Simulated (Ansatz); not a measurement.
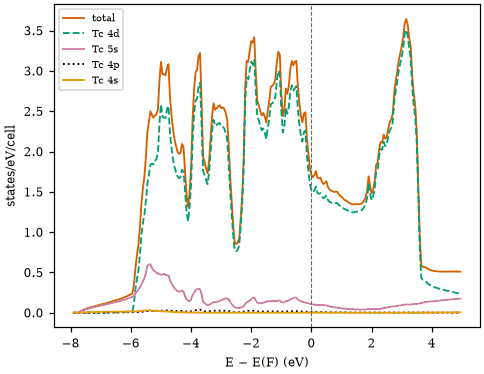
Figure. Total and projected density of states of Tc (hcp (Mg type), space group No. 194), plane-wave PAW r²SCAN+D4 (Ansatz code)

Problem. Which orbitals carry the states next to the Fermi level?

Solution. Within 0.5 eV of the Fermi level: Tc 4d 89 %, Tc 5s 6 %. Projections are on Löwdin-orthogonalised atomic valence shells; empty p or d shells of many metals are not among them.

Problem. Where is the tallest occupied peak in this window, and what makes it?

Solution. Near -1.9 eV, about 3.4 states/eV per cell; the largest projected share is Tc 4d.

Space group P6_3/mmc (hcp (Mg type)). The r²SCAN+D4 relaxation kept the symmetry of its start. The run is not spin-polarised. The pairwise dispersion correction was not fitted to metals. Scalar-relativistic: spin–orbit coupling is off unless named, which matters more the heavier the elements.

Potentials: the later of the program's two PAW sets.
